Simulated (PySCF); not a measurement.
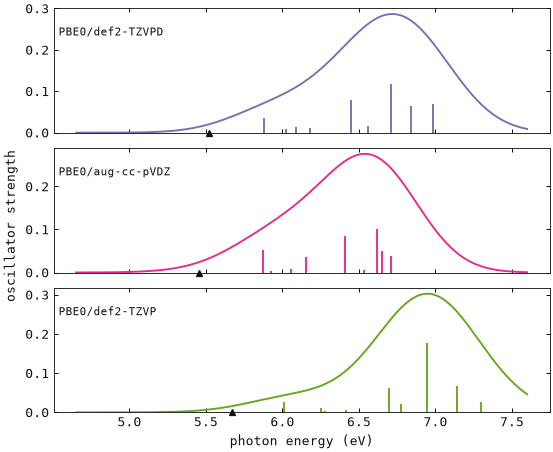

Vertical TDDFT spectra of Si₂PNH₈, SMILES N[SiH2]P[SiH3] at one geometry and several levels (PySCF 2.14.0, at a PBE0-D3(BJ)/def2-SVP geometry (no frequency check)); sticks with Gaussians of 1/e half-width 0.40 eV, the triangle marks S1, which has the same leading orbital pair at all these levels. Only the lowest states were computed, so the high end is incomplete.

Question: How far does S1 move with the level of theory?

Answer: From lowest to highest: PBE0/aug-cc-pVDZ 5.45 eV, PBE0/def2-TZVPD 5.52 eV, PBE0/def2-TZVP 5.67 eV; a spread of 0.22 eV.

Limits of at least one run: core orbitals are frozen in the response; def2-TZVP has no diffuse functions, so states with Rydberg character are missing or too high; one conformer of a flexible molecule; states above the negative HOMO energy depend on the basis.
